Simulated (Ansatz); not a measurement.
MoS$_{2}$ (2H-MoS2 type, space group P6_3/mmc)

```
CELL_PARAMETERS angstrom
      3.17300     0.00000     0.00000
     -1.58650     2.74790     0.00000
      0.00000     0.00000    12.43657
ATOMIC_POSITIONS crystal
  Mo 0.33333 0.66667 0.25000
  Mo 0.66667 0.33333 0.75000
  S  0.33333 0.66667 0.62491
  S  0.66667 0.33333 0.12491
  S  0.66667 0.33333 0.37509
  S  0.33333 0.66667 0.87509
```

Equation-of-state scan: isotropic scaling of the cell above, V₀ being its volume. The atoms relax within the cell's symmetry.

The numbers are results of r2SCAN+rVV10 (plane waves to 500 eV, PAW, scalar-relativistic; Ansatz, an electronic-structure program), not measurements. k mesh 12×12×3 (Γ-centred), Fermi-Dirac smearing 0.05 eV. The energy includes the smearing's −TS. With the shape held, the modulus is that of even scaling; a crystal free to change shape is softer. MoS2 is run without spin polarisation. MoS2 was relaxed with its symmetry unable to fall. The zero of ΔE is the relaxed starting cell.

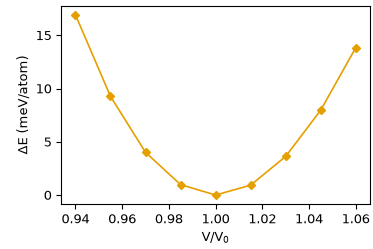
ΔE (meV/atom) against V/V₀; one marker a computed point.

### Question
What is ΔE at V/V₀ = 0.940?

### Answer
About 17 meV/atom.

### Question
What bulk modulus at fixed cell shape B₀ follows from a third-order Birch-Murnaghan fit?

### Answer
About 75 GPa.

### Question
What is ΔE at V/V₀ = 1.060?

### Answer
About 14 meV/atom.

(Under strain, the slope of the energy per volume gives the stress and its curvature an elastic modulus.)
